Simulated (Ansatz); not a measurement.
Reaction (SMILES): O(F)F + H+ → F[OH+]F
B3LYP-D3(BJ)/def2-TZVP geometries, fixed; electronic energies without zero-point terms; positive where energy is released.

Basis-set convergence of the proton affinity at MP2 with Ansatz (a quantum-chemistry and plane-wave program). Cartesian d functions, on some or all atoms, in 6-31+G*; all else is spherical. Cores are frozen. A restricted Hartree-Fock determinant is unstable towards unrestricted orbitals. The proton sits at the site shown, which need not be the one that binds it best. No added dispersion term, no relativity. Functions are those of the species that has most. Reference: Hartree-Fock in aug-cc-pVQZ plus the correlation part extrapolated as X^-3 from aug-cc-pVTZ and aug-cc-pVQZ, 110.84 kcal/mol, itself unsure by roughly 0.28 kcal/mol (a third of the extrapolation step and of the last Hartree-Fock step). Deviations are taken from unrounded values.

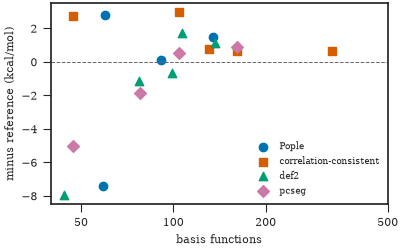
Figure: Deviation from the reference against the number of basis functions, by family of sets.

| basis | functions | proton affinity (kcal/mol) | minus reference (kcal/mol) |
|---|---|---|---|
| def2-SV(P) | 44 | 102.89 | -7.95 |
| cc-pVDZ | 47 | 113.58 | 2.75 |
| pcseg-1 | 47 | 105.81 | -5.03 |
| 6-31+G* | 59 | 103.43 | -7.41 |
| 6-311G** | 60 | 113.65 | 2.81 |
| def2-SVPD | 77 | 109.68 | -1.16 |
| aug-pcseg-1 | 78 | 108.99 | -1.85 |
| 6-311++G(2d,2p) | 91 | 110.94 | 0.11 |
| def2-TZVP | 99 | 110.15 | -0.69 |
| cc-pVTZ | 104 | 113.80 | 2.96 |
| pcseg-2 | 104 | 111.36 | 0.53 |
| def2-TZVPP | 107 | 112.58 | 1.74 |
| jun-cc-pV(T+d)Z | 131 | 111.58 | 0.75 |
| 6-311++G(3df,3pd) | 135 | 112.30 | 1.47 |
| def2-TZVPPD | 137 | 111.98 | 1.15 |
| aug-cc-pVTZ | 161 | 111.49 | 0.65 |
| aug-pcseg-2 | 161 | 111.70 | 0.87 |
| cc-pV5Z | 328 | 111.48 | 0.65 |
